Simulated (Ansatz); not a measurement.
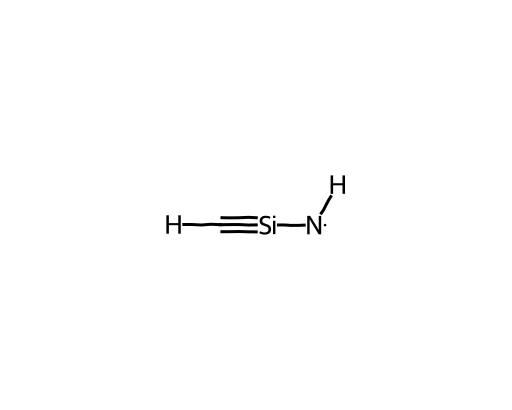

Charge 0, doublet. The geometry was computed by an optimisation with PBE0-D4/def2-TZVP. No frequency run is at hand to confirm it as a minimum. Properties computed with UKS PBE0-D4/def2-TZVPP (Ansatz 0.2.0).

Predict the main results.

The species is CH₂NSi (`C#[Si][NH]`).
- HOMO energy (Kohn–Sham orbital): −6.84 eV
- ⟨S²⟩ of the determinant: 0.798
